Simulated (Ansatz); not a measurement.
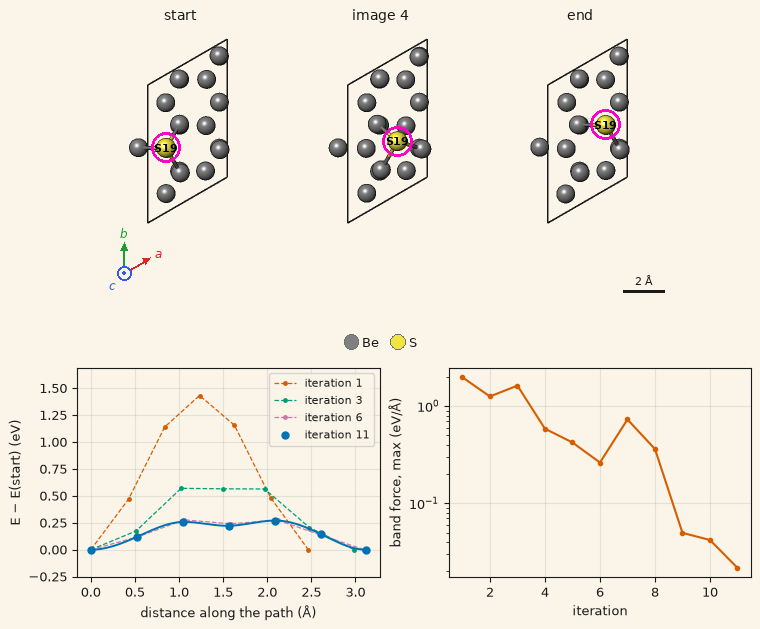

NEB run on S on Be(0001) (19 atoms in the cell). Images are numbered from 0 (start) to 6 (end). The plot follows the band through its iterations. Style: ball-and-stick. Shown: the simulation cell, with the vacuum cut short (origin moved), along the c axis. The moving atom is ringed, with any periodic copies. Bonds to atoms that aren't drawn are left out.

Theory: DFT r2SCAN-D3(BJ), scalar-relativistic, plane waves, PAW in Ansatz 0.2.0.

Input
```yaml
crystal:
  lattice:
    - [4.58, 0.0, 0.0]
    - [3.435, 5.949595, 0.0]
    - [0.0, 0.0, 16.58843]
  atoms:
    - { symbol: Be, position: [0.0, 0.0, 0.060283] }
    - { symbol: Be, position: [0.5, 0.0, 0.060283] }
    - { symbol: Be, position: [0.0, 0.3333333, 0.060283] }
    - { symbol: Be, position: [0.5, 0.3333333, 0.060283] }
    - { symbol: Be, position: [0.0, 0.6666667, 0.060283] }
    - { symbol: Be, position: [0.5, 0.6666667, 0.060283] }
    - { symbol: Be, position: [-0.17417764, 0.22601525, 0.16965324] }
    - { symbol: Be, position: [0.33083363, 0.22725481, 0.17113695] }
    - { symbol: Be, position: [-0.16681406, 0.552104, 0.17399389] }
    - { symbol: Be, position: [0.33399084, 0.55264276, 0.16627404] }
    - { symbol: Be, position: [-0.16071973, 0.8851113, 0.17158999] }
    - { symbol: Be, position: [0.32625807, 0.88710695, 0.17164874] }
    - { symbol: Be, position: [-0.00455656, 0.00486108, 0.27714124] }
    - { symbol: Be, position: [0.4939066, 0.00309502, 0.27590966] }
    - { symbol: Be, position: [0.00704773, 0.32021014, 0.27669998] }
    - { symbol: Be, position: [0.5099739, 0.31757162, 0.28530222] }
    - { symbol: Be, position: [-0.01613586, 0.6752498, 0.2827968] }
    - { symbol: Be, position: [0.50001348, 0.67384359, 0.28274851] }
    - { symbol: S, position: [0.32944157, 0.55879738, 0.37328492] }
basis:
  ecutwfc: 500.0
kpoints:
  mp_grid: { grid: [5, 4, 1] }
hamiltonian:
  xc: r2scan
  dispersion: d3bj
scf:
  occupations: { method: gaussian, width: 0.05 }
  lower_state_search: "off"
neb:
  images: 5
  f_tol: 0.03
  initial_path: idpp
  max_iterations: 21
  constraints: [{ sites: [0, 1, 2, 3, 4, 5] }]
  final_atoms:
    - { symbol: Be, position: [0.0, 0.0, 0.060283] }
    - { symbol: Be, position: [0.5, 0.0, 0.060283] }
    - { symbol: Be, position: [0.0, 0.3333333, 0.060283] }
    - { symbol: Be, position: [0.5, 0.3333333, 0.060283] }
    - { symbol: Be, position: [0.0, 0.6666667, 0.060283] }
    - { symbol: Be, position: [0.5, 0.6666667, 0.060283] }
    - { symbol: Be, position: [-0.16916637, 0.22725481, 0.17113695] }
    - { symbol: Be, position: [0.32582236, 0.22601525, 0.16965324] }
    - { symbol: Be, position: [-0.16600916, 0.55264276, 0.16627404] }
    - { symbol: Be, position: [0.33318594, 0.552104, 0.17399389] }
    - { symbol: Be, position: [-0.17374193, 0.88710695, 0.17164874] }
    - { symbol: Be, position: [0.33928027, 0.8851113, 0.17158999] }
    - { symbol: Be, position: [-0.0060934, 0.00309502, 0.27590966] }
    - { symbol: Be, position: [0.49544344, 0.00486108, 0.27714124] }
    - { symbol: Be, position: [0.0099739, 0.31757162, 0.28530222] }
    - { symbol: Be, position: [0.50704773, 0.32021014, 0.27669998] }
    - { symbol: Be, position: [1.348e-05, 0.67384359, 0.28274851] }
    - { symbol: Be, position: [0.48386414, 0.6752498, 0.2827968] }
    - { symbol: S, position: [0.82944157, 0.55879738, 0.37328492] }
  order_check: false
```

Command:
```bash
ansatz run input.yaml --threads 2 --pin off --max-ram 5120MiB --backend cpu --events-out ev --progress --plain --runs-dir out
```

Question: How did the profile develop, and is the result final?

Answer: The run is converged, with reservations. The band converged in 11 iterations. The largest component of the band force went from 2 to 0.022 eV/Å. The climbing image converged on the top of the path. Its curvatures weren't checked. The first iteration put the highest image at 1.432 eV. The barrier is about 0.271 eV in both directions, with image 4 at the top; the ends have the same energy. The profile has 2 maxima (images 2, 4) with a dip at image 3 (+0.222 eV), so the process runs in steps.

Limits of the set-up: the periodic images lie only 4.6 Å apart, so the values are limited by the cell's size.

Cost: 24 min on 2 threads of Intel(R) Xeon(R) Platinum 8488C (Sapphire Rapids), on a shared host, peak memory 3.4 GiB.
